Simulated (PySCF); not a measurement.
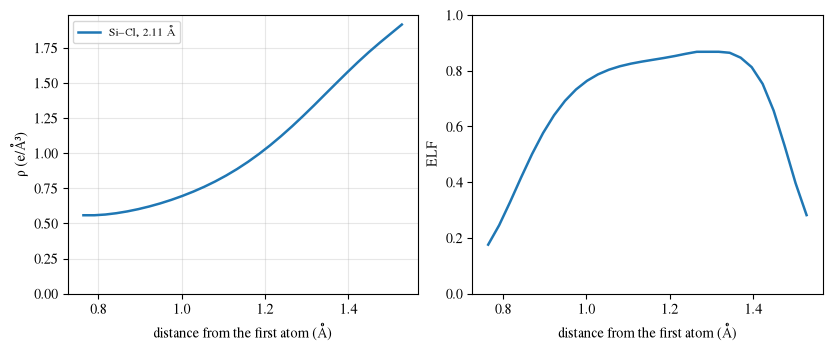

SiCl (doublet). Electron density and electron localisation function along straight lines between neighbouring atoms. The curves leave out the atomic cores.

Level of theory: PBE0/def2-SVPD, non-relativistic Hamiltonian with scalar-relativistic core potentials where named, at a bond length of 2.108 Å in PySCF 2.14.0.

> What can be read from the curves?

Si–Cl (2.11 Å): ρ at the midpoint is about 0.76 e/Å³, with its minimum of 0.56 e/Å³ about 0.8 Å from Si; the ELF peaks at about 0.85 between the atoms (a shared but strongly polarised pair).
